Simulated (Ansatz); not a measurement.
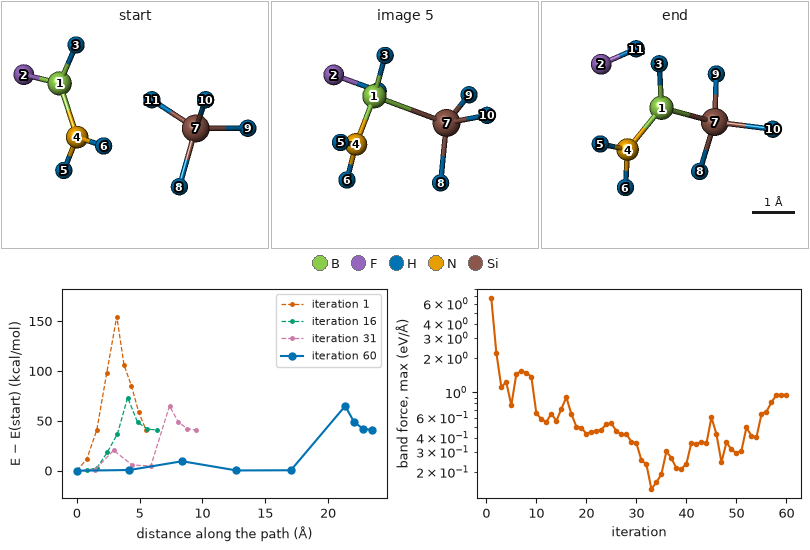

A nudged-elastic-band calculation for BSiNH7F, made up at the start of BNH3F and SiH₄. Images are numbered from 0 (start) to 8 (end). The plot follows the band through its iterations. A ball-and-stick model, seen at a tilt.

Method: Ansatz, RKS PBE0-D4/6-31G*. Set-up: 7 movable images; climbing image; force threshold 0.03 eV/Å; iteration limit 60; starting path through a guess of the saddle point.

Q: Judge this run.

A: The result isn't final. The band hadn't converged when the run stopped after 60 iterations. The largest component of the band force went from 6.7 to 0.95 eV/Å. The barrier read from it is provisional, though the highest image hardly moved in the last two iterations. The first iteration put the highest image at 154.8 kcal/mol. The highest point, image 5, lies 65.0 kcal/mol above the start and 24.2 kcal/mol above the end; the end is at +40.8 kcal/mol relative to the start.

Limits of the set-up: the start holds two separate molecules, 3.0 Å apart at their closest, whose relative position is a soft coordinate.

The run took 21 min on 1 thread of Arm Neoverse V1 (shared host), peak memory 0.18 GiB.
